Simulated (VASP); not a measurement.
Data:

```
P
1.0
   -2.42619     2.42619     1.23209
    2.42619    -2.42619     1.23209
    2.42619     2.42619    -1.23209
P
2
Cartesian
  0.00000   2.42619   0.61604
  0.00000   0.00000   0.00000
```

The numbers are results of PBEsol GGA, VASP's PBE PAW potentials (set 64) (plane waves; VASP), not measurements. Run with 400 eV cut-off, 18×18×18 Γ-centred mesh, tetrahedra with Blöchl corrections, potentials P.

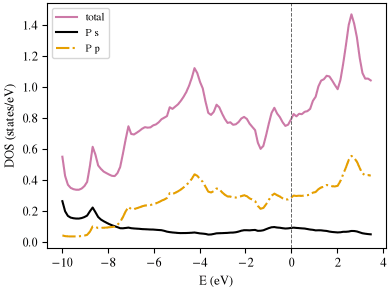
*Total and projected density of states, zero at the Fermi level*

Within 2 eV below the Fermi level the largest weight inside VASP's projection spheres is P p, then P s.

It has no gap at this level: it comes out as a metal or semimetal.

The structure was generated: P was put into the beta-Sn type (I4_1/amd), which need not be its known phase. It was relaxed first, which changed the volume by -5 %.
